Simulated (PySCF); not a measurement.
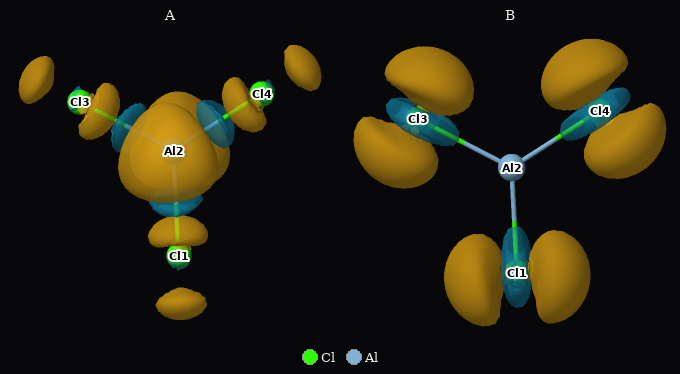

Figure 1: AlCl$_{3}$, SMILES `Cl[Al](Cl)Cl`. The two Fukui functions at ±0.02 e/Å³ (yellow positive, teal negative).

PySCF calculation, B3LYP/cc-pVTZ, gas phase; geometry: GFN2-xTB. No frequency check shows the geometry to be a minimum. GFN2-xTB bond lengths at metals and heavier atoms can be off by up to 0.1 Å and shapes distorted, which carries into these values.

Coordinates in Å:

```
Cl1      1.0151    1.7579    0.0000
Al2     -0.0002    0.0000    0.0000
Cl3      1.0149   -1.7580    0.0000
Cl4     -2.0298    0.0001    0.0000
```

Q: Which panel is f⁻ (electron removed) and which f⁺ (electron added)?

A: A is f⁺, B is f⁻. f⁻ (Hirshfeld-condensed) is largest on Cl1, Cl3 and Cl4 (0.29 each); the vertical ionisation energy is 11.32 eV (the stability of the cation's solution wasn't checked). f⁺ (Hirshfeld-condensed) is largest on Al2 (0.45); the vertical electron affinity is −0.53 eV (the stability of the anion's solution wasn't checked; negative, but this basis has no diffuse functions, so it doesn't show that the anion is unbound).

Q: What chemical potential and hardness follow from the two energies?

A: μ = −(I + A)/2 = −5.40 eV and η = I − A = 11.85 eV.
